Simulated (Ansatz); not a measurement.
# How many bands does the GW gap of Sb2Se3 (quintuple layer) need?

How do accuracy and time trade against each other in G0W0 on Sb2Se3 (quintuple layer)?

Method: G0W0 on PBE, plane waves, PAW; PAW set soft_1, in Ansatz 0.2.0.

**1. The structure**

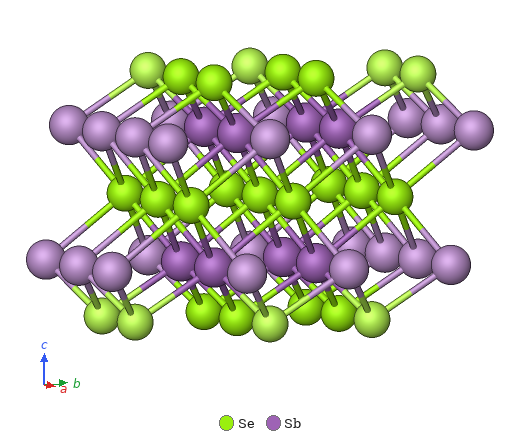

The cell as given, from the side, with the c axis up (selenium green, antimony purple). 2×2×1 cells are drawn. Some periodic images of atoms are drawn too.

The cell holds 5 atoms: 3 Se and 2 Sb. Its edges and angles: a = 4.063 Å, b = 4.063 Å, c = 37.000 Å, α = 90.0°, β = 90.0°, γ = 120.0°. Vacuum lies along c.

The structure was relaxed with PBE. The runs that relaxed it are not among those shown. Spin-orbit coupling is left out unless a step names it. The Coulomb interaction is cut off across the vacuum.

**2. 103 empty bands, screening to 19.5 eV**

G0W0 replaces the xc potential by the self-energy, built once from these orbitals. Only a window of levels is corrected, while the sums run over the empty bands that the input names. This step takes PAW set soft_1 files.

input.yaml

```yaml
crystal:
  lattice:
    - [4.0634055082, 0.0, 0.0]
    - [-2.0317027541, 3.519012396, 0.0]
    - [0.0, 0.0, 37.0]
  atoms:
    - { symbol: Se, position: [0.0, 0.0, 0.5] }
    - { symbol: Sb, position: [0.3333333333, 0.6666666667, 0.5511895415] }
    - { symbol: Sb, position: [0.6666666667, 0.3333333333, 0.4488104585] }
    - { symbol: Se, position: [0.6666666667, 0.3333333333, 0.5932210228] }
    - { symbol: Se, position: [0.3333333333, 0.6666666667, 0.4067789772] }
  periodic: [true, true, false]
kpoints:
  mp_grid: { grid: [6, 6, 1] }
hamiltonian:
  xc: pbe
  pseudopotentials: { kind: paw, azcp: { folder: soft_1 } }
scf:
  occupations: { method: fixed }
gw:
  n_empty_bands: 103
  ecut_chi: 19.5
  qp_bands: [v2, c2]
  qp_kpoints: band_edges
  screening: { model: contour_deformation }
```

Run with:

```console
$ ansatz run input.yaml --threads 4 --pin off --max-ram 17510MiB --backend cpu --events-out ev --progress --plain --runs-dir out
```

Numbers of over 12 decimals in the logs are rounded to 6 here.

The program printed:

```text
Engine: ansatz 0.2.0, aarch64-unknown-linux-gnu
Pseudopotentials: kind: paw
Pseudopotential: Se, paw, valence charge 16, recommended cutoff 420 eV (normal), soft_1/Se.paw.azcp
Pseudopotential: Sb, paw, valence charge 15, recommended cutoff 420 eV (normal), soft_1/Sb.paw.azcp
Functional definition: PBE
  parameter kappa = 0.804
  parameter beta = 0.066725
  exchange = pbe_x(kappa = kappa, mu = beta*pi^2/3)
  correlation = pbe_c(beta = beta)
Crystal: 5 atoms, lattice volume = 529.069 Å³
Basis set: ecut = 420 eV, 10299 PW (Γ)
Bands: 47, of which v1, the nominal top of the filled ones, is band 39 counted from 1 (38 counted from 0)
Symmetry: 12 space group operations
Space group: P-3m1 (ITA 164), of the structure as read, at distance tolerance 8.1e-5 Å
k-points: 7 of 36
Non-local potential: Se, projectors of the file, l = 0: 2, l = 1: 2, l = 2: 3, l = 3: 1
Non-local potential: Sb, projectors of the file, l = 0: 2, l = 1: 2, l = 2: 2, l = 3: 1
PAW form: soft (Blöchl's): semilocal exchange-correlation on the pseudo side does not see the compensation charge
PAW one-centre angular grid: Se, 590 points (default); XC on 64 Gauss nodes
PAW one-centre angular grid: Sb, 590 points (default); XC on 64 Gauss nodes
Initial density: superposition of atomic densities (neutral atoms: chi_scale 0, normalization atom)
Initial wavefunctions: pseudopotential atomic-orbital guess
Functional: x = pbe(κ = 0.804, μ = 0.219515), c = pbe(β = 0.066725)
SCF iter   1: F=—  HF=-29378.298271 eV  |F-HF|=—  |Δ(HF+E_count)|=         —  Δρ=1.44e-2  dr2=2.58e0  ethr=3.10e-3  ⟨swp⟩=6.7  Hψ=1148  notcnv=0  defer=37
preconditioner: auto → Resta (q_TF=auto, 1.983 Å⁻¹)  ε∞=1.8  [insulator: Δε(μ)=1.047 eV  Ē_g=9.427 eV  n_scr=88 (ndim 8)  ℏωp=8.5 eV  f_vac=0.719  ε∞_Penn≈1.8  vacuum switching on, ρ_ref=6.4e-3 e/Å³]
SCF iter   2: F=—  HF=-29377.899081 eV  |F-HF|=—  |Δ(HF+E_count)|=   3.99e-1  Δρ=7.50e-3  dr2=1.84e0  ethr=3.10e-3  ⟨swp⟩=4.0  Hψ=589  notcnv=0  defer=39
SCF iter   3: F=—  HF=-29377.809944 eV  |F-HF|=—  |Δ(HF+E_count)|=   8.91e-2  Δρ=5.73e-3  dr2=9.49e-1  ethr=2.35e-3  ⟨swp⟩=3.9  Hψ=491  notcnv=0  defer=37
SCF iter   4: F=—  HF=-29377.723333 eV  |F-HF|=—  |Δ(HF+E_count)|=   8.66e-2  Δρ=2.98e-3  dr2=1.40e-1  ethr=1.22e-3  ⟨swp⟩=2.0  Hψ=458  notcnv=0  defer=37
SCF iter   5: F=—  HF=-29377.711722 eV  |F-HF|=—  |Δ(HF+E_count)|=   1.16e-2  Δρ=8.09e-4  dr2=8.76e-3  ethr=1.79e-4  ⟨swp⟩=3.0  Hψ=442  notcnv=0  defer=40
SCF iter   6: F=—  HF=-29377.711270 eV  |F-HF|=—  |Δ(HF+E_count)|=   4.52e-4  Δρ=1.53e-4  dr2=1.68e-4  ethr=1.12e-5  ⟨swp⟩=3.0  Hψ=435  notcnv=0  defer=40
SCF iter   7: F=—  HF=-29377.711308 eV  |F-HF|=—  |Δ(HF+E_count)|=   3.87e-5  Δρ=3.95e-5  dr2=7.69e-6  ethr=2.16e-7  ⟨swp⟩=3.3  Hψ=558  notcnv=0  defer=39
SCF iter   8: F=—  HF=-29377.711314 eV  |F-HF|=—  |Δ(HF+E_count)|=   5.60e-6  Δρ=6.31e-6  dr2=2.81e-7  ethr=9.86e-9  ⟨swp⟩=3.0  Hψ=630  notcnv=0  defer=39
SCF iter   9: F=-29377.711314 eV  HF=-29377.711314 eV  |F-HF|=1.21e-8  |Δ(HF+E_count)|=   1.90e-7  Δρ=1.90e-6  dr2=1.98e-8  ethr=1.28e-10  ⟨swp⟩=23.0  Hψ=2046  notcnv=0
SCF 1 converged in 9 iterations: F = -29377.711314 eV  dr2 = 1.98e-8
  greatest PAW one-centre occupation: 1.000 electrons in one spin orbital (limit 2), on the Se atom at site 4 (counted from 0), in its partial waves of l = 2
NSCF: frozen V_eff on 7 k-points
G₀W₀ screening: q 1/7
[... further progress lines ...]
SCF converged after 9 iterations
Free energy (F): -29377.711314 eV
Harris-Foulkes:  -29377.711314 eV  (|F-HF|=1.21e-8)
Internal energy: -29377.711314 eV  (E = F + TS)
E sigma→0 (E₀):  -29377.711314 eV
Fermi energy:    -5.628595 eV
--- Per-component energies (eV) ---
  E_band       = -2581.690154
  E_kinetic    = 651.412973
  E_local      = -254509.787224  (includes V_loc(G=0)·N_el)
  E_nonlocal   = -286.958805
  E_hartree    = 126641.369145
  E_xc         = -453.381257
  E_vxc        = -452.500967  (∫ρ·V_xc dr)
  E_paw        = -15470.328864  (= ΣΔE_a)
  E_vpaw       = -1266.608117  (= ΣTr[D̂ρ^β])
  E_aug_tail   = -0.000847  (compensation charges beyond the density's cutoff)
  E_ewald      = 114049.963565
  E_smearing   = -0.000000  (= −TS)
  E_closure    = 0.000000  (closes the sum)
  Σ components = -29377.711314   (vs F -29377.711314, Δ=0.00e0)
--- Band table (eV; the first three rows and the last of 7) ---
  k-point 0: bands = [... 35 lower, -6.6106, -6.6106, -6.4925, -5.8556, -4.9512, -3.9274, -3.9274, -3.1052, ... 4 higher]
  k-point 1: bands = [... 35 lower, -7.2571, -6.5201, -5.9900, -5.6286, -4.2430, -3.5610, -3.4729, -3.0286, ... 4 higher]
  k-point 2: bands = [... 35 lower, -7.3266, -7.0564, -6.6702, -5.7281, -4.2233, -3.2467, -2.9511, -2.3663, ... 4 higher]
  k-point 6: bands = [... 35 lower, -8.2561, -7.3233, -6.0366, -6.0366, -3.6335, -2.7912, -2.7912, -1.5312, ... 4 higher]
--- G₀W₀: contour deformation, 7 samples at zero and on the imaginary axis and 2 off it, 36 q-points, 103 empty bands' worth ---
  eigenvalues of the whole cell's RPA ε∞ on this k-mesh (on a slab, of 1 + 4πα/V) = 1.2353, 6.2063, 6.2063; static W/v taken at q = 0 is 0.346884
  bands read: the sum over 142 bands ends inside a degenerate multiplet in 1 slot, whose members it reads at an even weight; the widest, k=0: bands 142 to 143 (counted from 1) at 1/2 each
  gw.qp_kpoints: band_edges: 7 of 7 stored k-points solved, in 1 pass; an edge of the gap read off the rows below is read off those points alone
    ik  band        ε_KS         Σx   Σc(E_QP)       V_xc       Z   E_QP_lin       E_QP  E_QP is
     0    38     -6.4925   -15.7790     2.0010   -13.9789  0.7034    -6.2939    -6.2915  root
     0    39     -5.8556   -14.6162     0.7819   -14.2209  0.7338    -5.4723    -5.4690  root
     0    40     -4.9512    -9.5777    -2.5046   -12.7722  0.7525    -4.2472    -4.2613  root
     0    41     -3.9274   -10.1536    -2.4446   -13.4229  0.7412    -3.0791    -3.1028  root
     1    38     -5.9900   -15.2713     1.2758   -14.3379  0.7298    -5.6506    -5.6476  root
     1    39     -5.6286   -16.1380     1.5085   -15.0189  0.7268    -5.2430    -5.2393  root
     1    40     -4.2430   -10.0683    -2.5119   -13.3584  0.7439    -3.4448    -3.4648  root
     1    41     -3.5610   -10.4219    -2.5336   -13.8191  0.7362    -2.6681    -2.6974  root
     2    38     -6.6702   -16.8191     2.4087   -14.6205  0.7099    -6.4616    -6.4601  root
     2    39     -5.7281   -15.4533     1.3014   -14.5152  0.7284    -5.3681    -5.3648  root
     2    40     -4.2233    -9.7322    -2.5338   -12.9822  0.7428    -3.4899    -3.5072  root
     2    41     -3.2467   -10.4515    -2.6468   -13.9675  0.7302    -2.3447    -2.3775  root
     3    38     -6.7719   -16.7713     2.4446   -14.5218  0.7070    -6.5782    -6.5768  root
     3    39     -6.0755   -15.1864     1.3975   -14.0912  0.7235    -5.7759    -5.7732  root
     3    40     -4.2068    -9.5847    -2.5928   -12.8829  0.7414    -3.4848    -3.5015  root
     3    41     -3.2202   -10.3526    -2.6639   -13.8704  0.7295    -2.3344    -2.3663  root
     4    38     -5.9348   -16.2363     1.6789   -14.9064  0.7258    -5.5891    -5.5858  root
     4    39     -5.7364   -15.8720     1.4994   -14.7391  0.7276    -5.3733    -5.3698  root
     4    40     -3.7863   -10.0531    -2.5618   -13.4277  0.7396    -2.9486    -2.9734  root
     4    41     -3.4912   -10.4285    -2.6698   -13.9251  0.7321    -2.6367    -2.6644  root
     5    38     -6.4407   -16.2067     2.1121   -14.3321  0.7114    -6.2050    -6.2033  root
     5    39     -5.7690   -16.0396     1.5631   -14.8391  0.7275    -5.4099    -5.4064  root
     5    40     -3.6076    -9.8170    -2.6788   -13.2792  0.7357    -2.8008    -2.8242  root
     5    41     -3.4313   -10.0745    -2.7424   -13.6239  0.7304    -2.5972    -2.6244  root
     6    38     -6.0366   -16.1642     1.8538   -14.6085  0.7208    -5.7411    -5.7384  root
     6    39     -6.0366   -16.1642     1.8538   -14.6085  0.7208    -5.7411    -5.7384  root
     6    40     -3.6335    -9.6395    -2.7176   -13.1133  0.7361    -2.8556    -2.8772  root
     6    41     -2.7912   -10.4106    -2.9341   -14.2341  0.7161    -1.8686    -1.9019  root
```

Elapsed: 48 s, on 4 threads of Arm Neoverse V2, shared host; peak memory 1.2 GiB; 3.1 min of CPU time.

Numbers from this step:

```
bands summed                                 : 142
plane waves in the screening matrix          : 129
q-points in the mesh                         : 36
G0W0 gap on the mesh                         : 0.9779 eV
k of the valence top                         : 0, 0.1667, 0
k of the conduction bottom                   : 0, 0, 0
starting gap on the mesh                     : 0.6773 eV
Z at the valence top                         : 0.7268
Z at the conduction bottom                   : 0.7525
least direct G0W0 gap on the computed points : 1.208 eV
```

The gap on the mesh goes from 0.68 eV to 0.98 eV, a correction of +0.30 eV. Between the two edge states, bare exchange in place of the xc potential would open the gap by 4.31 eV, and correlation takes back 4.01 eV.

**3. 292 empty bands, screening to 39 eV**

Bands and screening cutoff are moved together, since each hides the error of the other.

Changes to input.yaml since step 2:

```diff
@@ -20,4 +20,4 @@
 gw:
-  n_empty_bands: 103
-  ecut_chi: 19.5
+  n_empty_bands: 292
+  ecut_chi: 39.0
   qp_bands: [v2, c2]
```

The program printed:

```text
[...]
Crystal: 5 atoms, lattice volume = 529.069 Å³
Basis set: ecut = 420 eV, 10299 PW (Γ)
Bands: 47, of which v1, the nominal top of the filled ones, is band 39 counted from 1 (38 counted from 0)
[... 1 set-up line as in the run before ...]
[...]
k-points: 7 of 36
[...]
SCF iter   1: F=—  HF=-29378.298271 eV  |F-HF|=—  |Δ(HF+E_count)|=         —  Δρ=1.44e-2  dr2=2.58e0  ethr=3.10e-3  ⟨swp⟩=6.7  Hψ=1148  notcnv=0  defer=37
[...]
SCF iter   9: F=-29377.711314 eV  HF=-29377.711314 eV  |F-HF|=1.21e-8  |Δ(HF+E_count)|=   1.90e-7  Δρ=1.90e-6  dr2=1.98e-8  ethr=1.28e-10  ⟨swp⟩=23.0  Hψ=2046  notcnv=0
SCF 1 converged in 9 iterations: F = -29377.711314 eV  dr2 = 1.98e-8
[...]
NSCF: frozen V_eff on 7 k-points
G₀W₀ screening: q 1/7
[... further progress lines ...]
SCF converged after 9 iterations
Free energy (F): -29377.711314 eV
[...]
Internal energy: -29377.711314 eV  (E = F + TS)
E sigma→0 (E₀):  -29377.711314 eV
Fermi energy:    -5.628595 eV
[...]
--- Band table (eV; the first three rows and the last of 7) ---
  k-point 0: bands = [... 35 lower, -6.6106, -6.6106, -6.4925, -5.8556, -4.9512, -3.9274, -3.9274, -3.1052, ... 4 higher]
  k-point 1: bands = [... 35 lower, -7.2571, -6.5201, -5.9900, -5.6286, -4.2430, -3.5610, -3.4729, -3.0286, ... 4 higher]
  k-point 2: bands = [... 35 lower, -7.3266, -7.0564, -6.6702, -5.7281, -4.2233, -3.2467, -2.9511, -2.3663, ... 4 higher]
  k-point 6: bands = [... 35 lower, -8.2561, -7.3233, -6.0366, -6.0366, -3.6335, -2.7912, -2.7912, -1.5312, ... 4 higher]
[...]
0    38     -6.4925   -15.7790     1.7732   -13.9789  0.6947    -6.5194    -6.5193  root
     0    39     -5.8556   -14.6162     0.5144   -14.2209  0.7254    -5.7369    -5.7366  root
     0    40     -4.9512    -9.5777    -2.7616   -12.7722  0.7452    -4.5135    -4.5184  root
     0    41     -3.9274   -10.1536    -2.7475   -13.4229  0.7320    -3.3970    -3.4057  root
     1    38     -5.9900   -15.2713     1.0045   -14.3379  0.7211    -5.9190    -5.9188  root
     1    39     -5.6286   -16.1380     1.2302   -15.0189  0.7175    -5.5179    -5.5175  root
     1    40     -4.2430   -10.0683    -2.7934   -13.3584  0.7356    -3.7392    -3.7464  root
     1    41     -3.5610   -10.4219    -2.8405   -13.8191  0.7266    -2.9935    -3.0044  root
[...]
6    38     -6.0366   -16.1642     1.5948   -14.6085  0.7121    -5.9975    -5.9974  root
     6    39     -6.0366   -16.1642     1.5948   -14.6085  0.7121    -5.9975    -5.9974  root
     6    40     -3.6335    -9.6395    -2.9861   -13.1133  0.7278    -3.1378    -3.1458  root
     6    41     -2.7912   -10.4106    -3.2417   -14.2341  0.7069    -2.1957    -2.2094  root
```

Run time: 2 min. Hardware: 4 threads; peak memory 2.5 GiB.

Numbers from this step:

```yaml
bands_summed: 331
plane_waves_in_the_screening_matrix: 277
q_points_in_the_mesh: 36
g0w0_gap_on_the_mesh: 0.9991 eV
k_of_the_valence_top: 0, 0.1667, 0
k_of_the_conduction_bottom: 0, 0, 0
starting_gap_on_the_mesh: 0.6773 eV
z_at_the_valence_top: 0.7175
z_at_the_conduction_bottom: 0.7452
least_direct_g0w0_gap_on_the_computed_points: 1.218 eV
```

Against the run with 6×6×1 mesh, 103 empty bands, screening to 19.5 eV, PAW set soft_1 files, the gap moves by +0.02 eV.

**4. 629 empty bands, screening to 65 eV**

Changes to input.yaml since step 3:

```diff
@@ -19,5 +19,6 @@
   occupations: { method: fixed }
+  convergence: { dr2_threshold: 1.0e-10 }
 gw:
-  n_empty_bands: 292
-  ecut_chi: 39.0
+  n_empty_bands: 629
+  ecut_chi: 65.0
   qp_bands: [v2, c2]
```

The program printed:

```text
[...]
Crystal: 5 atoms, lattice volume = 529.069 Å³
Basis set: ecut = 420 eV, 10299 PW (Γ)
Bands: 47, of which v1, the nominal top of the filled ones, is band 39 counted from 1 (38 counted from 0)
[... 1 set-up line as in the run before ...]
[...]
k-points: 7 of 36
[...]
1    41     -3.5610   -10.4220    -3.0802   -13.8191  0.7226    -3.2410    -3.2441  root
[...]
6    38     -6.0366   -16.1642     1.3525   -14.6085  0.7080    -6.2411    -6.2398  root
     6    39     -6.0366   -16.1642     1.3525   -14.6085  0.7080    -6.2411    -6.2398  root
     6    40     -3.6335    -9.6395    -3.1784   -13.1133  0.7246    -3.3354    -3.3380  root
     6    41     -2.7912   -10.4107    -3.4735   -14.2341  0.7027    -2.4368    -2.4412  root
[key lines of the parts left out:]
SCF converged after 12 iterations
Free energy (F): -29377.711314 eV
Fermi energy:    -5.628601 eV
```

Elapsed: 8.7 min, on 4 threads; peak memory 5.5 GiB; 34 min of CPU time.

This step gave:

```
bands summed                                 : 668
plane waves in the screening matrix          : 655
G0W0 gap on the mesh                         : 1.079 eV
k of the valence top                         : 0, 0.1667, 0
k of the conduction bottom                   : 0, 0, 0
starting gap on the mesh                     : 0.6774 eV
least direct G0W0 gap on the computed points : 1.271 eV
```

Against the run with 6×6×1 mesh, 292 empty bands, screening to 39 eV, PAW set soft_1 files, the gap moves by +0.08 eV.

**5. Changing the k mesh: 3×3×1 mesh, 292 empty bands, screening to 39 eV, PAW set soft_1 files**

A second mesh at equal bands and cutoff isolates the sampling error. Bands and cutoff differ from the step before, so it is read against an earlier run that matches them.

Changes to input.yaml since step 4:

```diff
@@ -13,3 +13,3 @@
 kpoints:
-  mp_grid: { grid: [6, 6, 1] }
+  mp_grid: { grid: [3, 3, 1] }
 hamiltonian:
@@ -19,6 +19,5 @@
   occupations: { method: fixed }
-  convergence: { dr2_threshold: 1.0e-10 }
 gw:
-  n_empty_bands: 629
-  ecut_chi: 65.0
+  n_empty_bands: 292
+  ecut_chi: 39.0
   qp_bands: [v2, c2]
```

The program printed:

```text
[...]
Crystal: 5 atoms, lattice volume = 529.069 Å³
Basis set: ecut = 420 eV, 10299 PW (Γ)
Bands: 47, of which v1, the nominal top of the filled ones, is band 39 counted from 1 (38 counted from 0)
[... 1 set-up line as in the run before ...]
[...]
k-points: 3 of 9
[...]
1    40     -4.2198    -9.8041    -2.9275   -12.9879  0.7223    -3.9611    -3.9634  root
     1    41     -3.2603   -10.3869    -3.1259   -13.9631  0.7125    -2.8012    -2.8100  root
     2    38     -6.0523   -16.0065     1.6176   -14.6099  0.7067    -5.8330    -5.8314  root
     2    39     -6.0523   -16.0065     1.6176   -14.6099  0.7067    -5.8330    -5.8314  root
     2    40     -3.6441    -9.6959    -3.0874   -13.1097  0.7192    -3.3148    -3.3177  root
     2    41     -2.7924   -10.6154    -3.2133   -14.2347  0.6996    -2.3821    -2.3864  root
[key lines of the parts left out:]
SCF converged after 9 iterations
Free energy (F): -29377.700794 eV
Fermi energy:    -5.733636 eV
```

Run time: 29 s. Hardware: 4 threads; peak memory 1.8 GiB.

This step gave:

| Item | Value |
| --- | --- |
| bands summed | 331 |
| plane waves in the screening matrix | 277 |
| G0W0 gap on the mesh | 0.7329 eV |
| k of the valence top | 0, 0.3333, 0 |
| k of the conduction bottom | 0, 0, 0 |
| starting gap on the mesh | 0.7853 eV |
| least direct G0W0 gap on the computed points | 0.8296 eV |

Against the run with 6×6×1 mesh, 292 empty bands, screening to 39 eV, PAW set soft_1 files, the gap moves by −0.27 eV, while the start moved by +0.11 eV. A band edge is found at another k point on this mesh.

**6. Convergence and cost**

Times are wall times on 4 threads of Arm Neoverse V2, shared host, good to a factor of about two.

| mesh | files | frequency | bands summed | cutoff (eV) | start (eV) | G0W0 (eV) | time | host memory (GiB) |
| --- | --- | --- | --- | --- | --- | --- | --- | --- |
| 6×6×1 | PAW set soft_1 | contour deformation | 142 | 19.5 | 0.677 | 0.978 | 48 s | 1.2 |
| 6×6×1 | PAW set soft_1 | contour deformation | 331 | 39 | 0.677 | 0.999 | 2 min | 2.5 |
| 6×6×1 | PAW set soft_1 | contour deformation | 668 | 65 | 0.677 | 1.079 | 8.7 min | 5.5 |
| 3×3×1 | PAW set soft_1 | contour deformation | 331 | 39 | 0.785 | 0.733 | 29 s | 1.8 |

The parts of the quasiparticle energy at the two band edges (eV; QP = start + Σx + Σc − Vxc):

| run | edge | start | Σx | Σc | Vxc | Z | QP |
| --- | --- | --- | --- | --- | --- | --- | --- |
| 142 bands | valence top | -5.63 | -16.14 | 1.51 | -15.02 | 0.73 | -5.24 |
| 142 bands | conduction bottom | -4.95 | -9.58 | -2.50 | -12.77 | 0.75 | -4.26 |
| 331 bands | valence top | -5.63 | -16.14 | 1.23 | -15.02 | 0.72 | -5.52 |
| 331 bands | conduction bottom | -4.95 | -9.58 | -2.76 | -12.77 | 0.75 | -4.52 |
| 668 bands | valence top | -5.63 | -16.14 | 0.97 | -15.02 | 0.71 | -5.77 |
| 668 bands | conduction bottom | -4.95 | -9.58 | -2.94 | -12.77 | 0.74 | -4.69 |

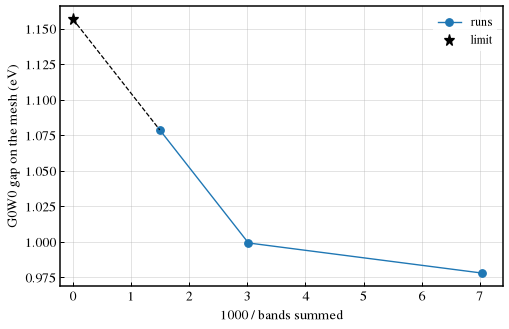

The gap against one over the number of bands; the dashed line carries the two highest rungs to the limit.

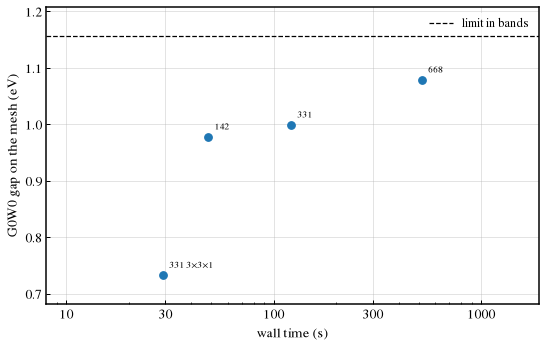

Result against wall time.

**7. Summary of results**

| Property | Result |
| --- | --- |
| 142 bands, 19.5 eV | 0.978 eV |
| 331 bands, 39 eV | 0.999 eV |
| 668 bands, 65 eV | 1.079 eV |
| estimated limit in bands and cutoff | 1.16 eV |
| mesh and start | 6×6×1, PBE |

**Reading.** A line in one over the bands through the two highest rungs gives 1.16 eV, +0.08 eV from the top rung; the pair below gives 1.02 eV, so the estimate is still climbing. The rungs stand 0.18 eV (142 bands), 0.16 eV (331 bands) and 0.08 eV (668 bands) from it. From 142 to 668 bands the gap moves by +0.10 eV while the time grows 11-fold. Σc changes by −0.53 eV at the valence top and −0.43 eV at the conduction bottom, so the levels themselves move more than the gap between them. On the 3×3×1 mesh in place of 6×6×1 the gap differs by −0.27 eV, of which +0.11 eV is already in the start. The 6×6×1 mesh misses a band edge: over a band path and its finer mesh (run apart) the PBE gap is 0.55 eV, so the G0W0 gap over the zone may lie about 0.12 eV below its value on the mesh. The mesh in the plane is coarse for a sheet; gap and any exciton binding can still move on denser ones. The many-body steps are scalar-relativistic: spin-orbit coupling is not in them.

[Paths, hosts, dates, memory and timing lines, banners, echoed tables and standing remarks are left out of the program output.]

[Logs are printed without paths, hosts, clocks, repeated set-up lines and the standing remarks that a program may print on its own settings, such as how far it seeks lower states.]

[Runs of the session that timed out or met a known fault of the program may be left out.]

[Cells called generated may have been cut or substituted from an entry of the Crystallography Open Database or the Materials Project.]

[Hosts, paths, dates, database ids (printed as entryN), source tags and the programs' standing remarks are cut or masked in the printed files.]
